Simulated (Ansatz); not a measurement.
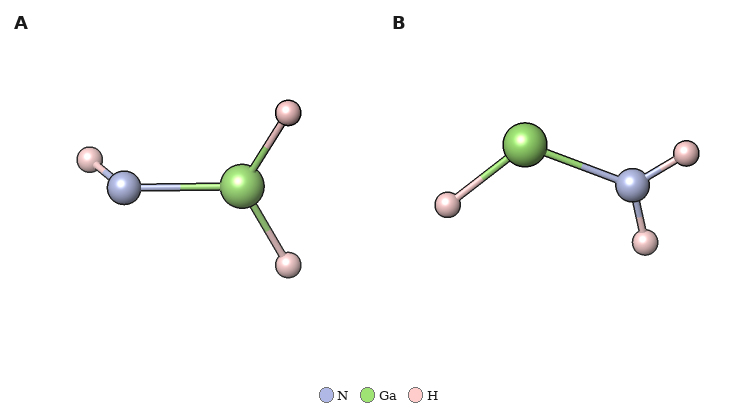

2 stationary structures of one formula. State: neutral, doublet. Geometries: PBE0-D4/def2-TZVP. Electronic energies: UHF-CCSD(T) (frozen core)/def2-TZVPP (Ansatz 0.2.0), without zero-point energy. No frequency run is at hand to confirm each as a minimum.

Question: Rank them by energy, lowest first.

Answer: B is lowest (Cs); A lies 33.1 kcal/mol above it (Cs).
